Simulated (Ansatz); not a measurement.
FH₄NO₂Ti (SMILES [NH2][Ti]([OH])([OH])[F])

Input

```
crystal:
  periodic: [false, false, false]
  atoms:
    - {symbol: N, position_ang: [-0.491710, 0.474962, -1.413810]}
    - {symbol: Ti, position_ang: [0.316225, 0.097633, 0.233105]}
    - {symbol: O, position_ang: [1.168004, -1.467068, 0.060239]}
    - {symbol: O, position_ang: [-0.956936, 0.116241, 1.490485]}
    - {symbol: F, position_ang: [1.497464, 1.354789, 0.659451]}
    - {symbol: H, position_ang: [-1.291322, 1.079734, -1.534172]}
    - {symbol: H, position_ang: [-0.192419, 0.091623, -2.298619]}
    - {symbol: H, position_ang: [1.085992, -2.339603, 0.444749]}
    - {symbol: H, position_ang: [-1.046799, 0.545290, 2.341670]}
basis:
  gaussian: {orbitals: def2-TZVPP}
hamiltonian: {xc: pbe0, dispersion: d4}
output: {orbitals: {seedname: orbitals}}
```

Launched as:

```sh
ansatz run in.yaml --threads 4 --pin off --events-out ev --progress --plain --max-ram 10444MiB
```

Geometry: PBE0-D4/def2-TZVP.

All numbers below come from RKS PBE0-D4/def2-TZVPP (Ansatz 0.2.0).

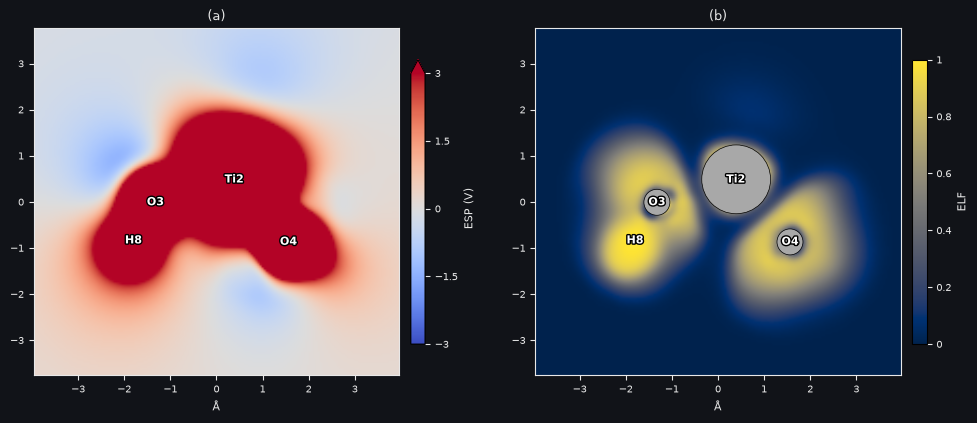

Figure 1. (a) electrostatic potential; (b) ELF on the plane of atoms O3, Ti2 and O4. Grey discs cover the atomic cores in the ELF map.

> Read the bonding off the picture.

- Atoms in the plane: Ti, O and H.
- Ti–O (1.79 Å): the ELF peaks at about 0.85 in the valence shell of O, 0.5 Å from its nucleus, and drops to about 0.25 between the two atoms.
- O–H (0.96 Å): the ELF climbs to about 1 towards the hydrogen, as it does in any bond to H; a covalent bond by its length.
- Outside the dense part of the molecule the potential is most negative (−1.4 V) near O3.

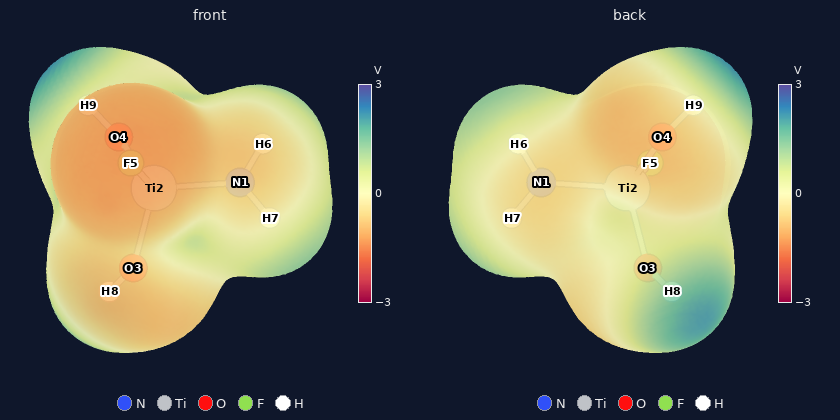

Figure 2. The molecular electrostatic potential painted on the density surface at 0.001 e/bohr³, seen from the front and from behind; red is negative and blue positive.

> Where is the surface potential most negative and most positive?

The most negative region (about −1.3 V) lies over F5, the most positive (about +2.1 V) over H8 and H9.

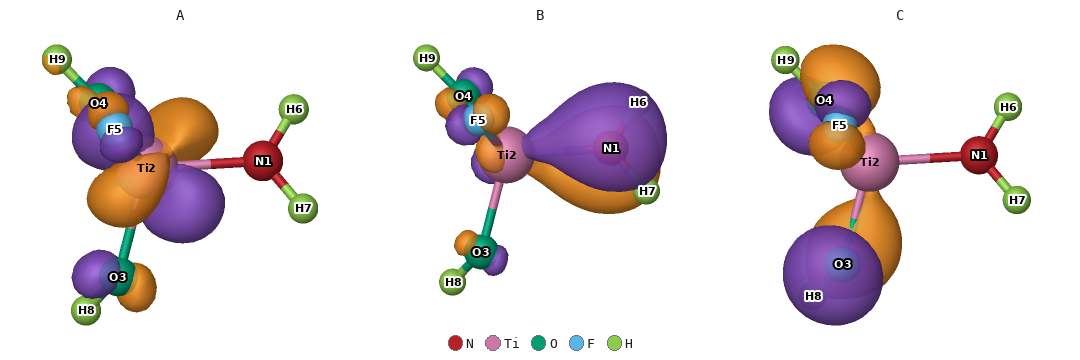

Figure 3. Three frontier orbitals at ±0.15 Å⁻³ᐟ² (orange and purple are the two phases), in no order.

> Which picture is the HOMO−1, the HOMO and the LUMO?

C is the HOMO−1 (−9.57 eV). Its weight (Hirshfeld) is mainly on O3 (about 50 %), O4 (about 25 %), Ti2 (about 10 %) and F5 (about 10 %); largely a combination of lone pairs on O3, O4 and F5. B is the HOMO (−7.59 eV). It lies mainly on N1 (about 65 %) and Ti2 (about 15 %); largely a lone pair of N1. A is the LUMO (−1.43 eV). It lies mainly on Ti2 (about 75 %) and O4 (about 5 %).

> What is the HOMO–LUMO gap?

6.16 eV between the orbital energies.

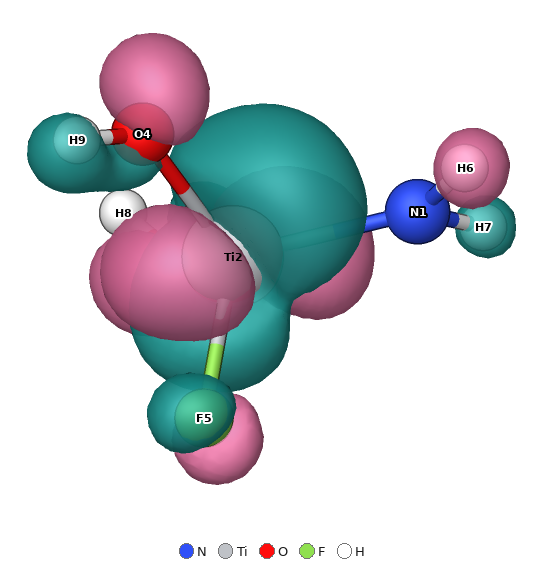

Figure 4. One frontier orbital at ±0.1 Å⁻³ᐟ² (teal and pink are the two phases), seen from one side.

> Which orbital is it: HOMO or LUMO?

The LUMO, at −1.43 eV. By Hirshfeld shares it lies mainly on Ti2 (about 75 %) and O4 (about 5 %).
